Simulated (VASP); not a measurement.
Energy against volume of MgSe (rock salt). Computed with r2SCAN+rVV10, VASP's PBE PAW potentials (set 64) (plane waves; VASP).

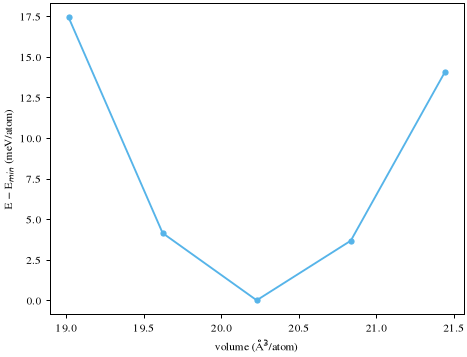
*Energy against volume*

### Question
Estimate the equilibrium volume and the bulk modulus.

### Answer
The minimum lies near 20.2 Å³/atom, and the curvature gives B0 of about 69 GPa.

Measured: a 5.460 Å (computed value off by -0.2 %), as given by M J Lucero et al., Journal of Physics Condensed Matter (2012), arXiv:1111.4515. The calculation is for a static lattice, while the measured a holds thermal and zero-point effects, which are part of the difference.

The compound is MgSe in the rock salt structure. It was relaxed first.
